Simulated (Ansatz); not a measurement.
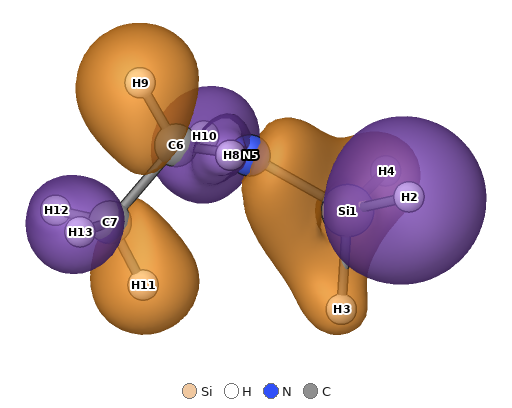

Figure 1: C2H9NSi (SiH3(NHEt)). The HOMO−1 at ±0.08 Å⁻³ᐟ² (orange and purple are the two phases), seen at a tilt.

Geometry: PBE-D4/def2-SVP.

The calculation used RKS PBE0-D4/def2-TZVP in Ansatz.

Input

```
crystal:
  periodic: [false, false, false]
  atoms:
    - {symbol: Si, position_ang: [0.431562, 1.527357, 1.135700]}
    - {symbol: H, position_ang: [0.071010, 1.900512, 2.547727]}
    - {symbol: H, position_ang: [1.916601, 1.221327, 1.112553]}
    - {symbol: H, position_ang: [0.221676, 2.691655, 0.202771]}
    - {symbol: N, position_ang: [-0.647294, 0.240447, 0.661221]}
    - {symbol: C, position_ang: [-0.713760, -0.319505, -0.682725]}
    - {symbol: C, position_ang: [0.289200, -1.443376, -0.967444]}
    - {symbol: H, position_ang: [-0.917809, -0.423888, 1.391910]}
    - {symbol: H, position_ang: [-1.747036, -0.688182, -0.878715]}
    - {symbol: H, position_ang: [-0.555458, 0.510688, -1.406611]}
    - {symbol: H, position_ang: [1.333524, -1.091456, -0.838060]}
    - {symbol: H, position_ang: [0.182148, -1.827804, -2.003305]}
    - {symbol: H, position_ang: [0.135637, -2.297786, -0.275033]}
basis:
  gaussian: {orbitals: def2-TZVP, initial_orbitals: start.molden}
hamiltonian: {xc: pbe0, dispersion: d4}
scf: {omitted_lower_state_checks: [starts]}
output: {orbitals: {seedname: orbitals}}
```

Run with:

```sh
ansatz run in.yaml --threads 4 --pin off --events-out ev --progress --plain --max-ram 3916MiB
```

### Describe this orbital and give its energy.

By Hirshfeld shares it lies mainly on H2 (about 20 %), Si1 (about 20 %), C6 (about 15 %), H9 (about 10 %), C7 (about 10 %) and N5 (about 5 %). Its energy is −9.35 eV.
